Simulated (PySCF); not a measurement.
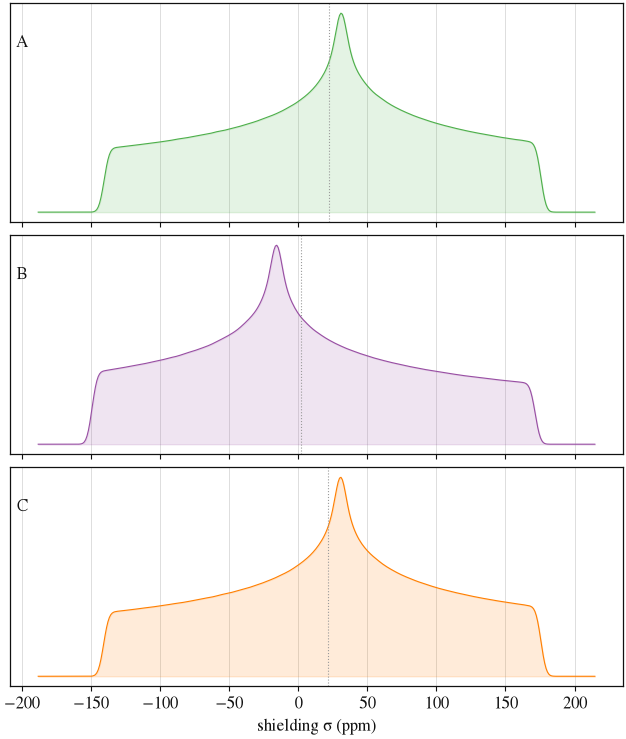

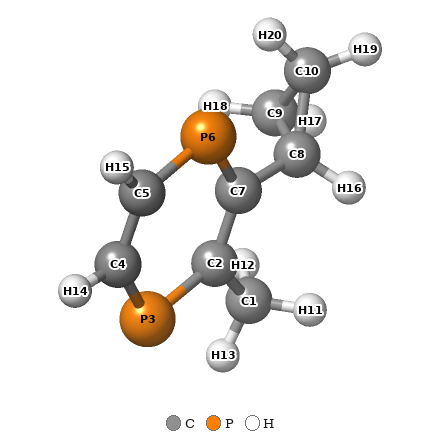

Static powder patterns (¹³C) from GIAO shielding tensors of C₈H₁₀P₂, SMILES Cc1pccpc1C1CC1, B97-2/pcSseg-1 in PySCF 2.14.0, at a PBE0-D3(BJ)/def2-SVP geometry (no frequency check); absolute shielding, one fixed geometry of the isolated molecule without any motion, no dipolar terms. The dotted line is the isotropic value; skew is 3(σiso − σ22)/span.

**The patterns belong to C4, C7 and C5, from the top. Give the principal values, span and skew.**

C4: σ11, σ22, σ33 = −140, 31, 176 ppm, isotropic 22, span 316 ppm, skew −0.09; C7: σ11, σ22, σ33 = −149, −16, 172 ppm, isotropic 2, span 321 ppm, skew 0.17; C5: σ11, σ22, σ33 = −141, 31, 176 ppm, isotropic 22, span 316 ppm, skew −0.08.

Caveats: one conformer of a flexible molecule.
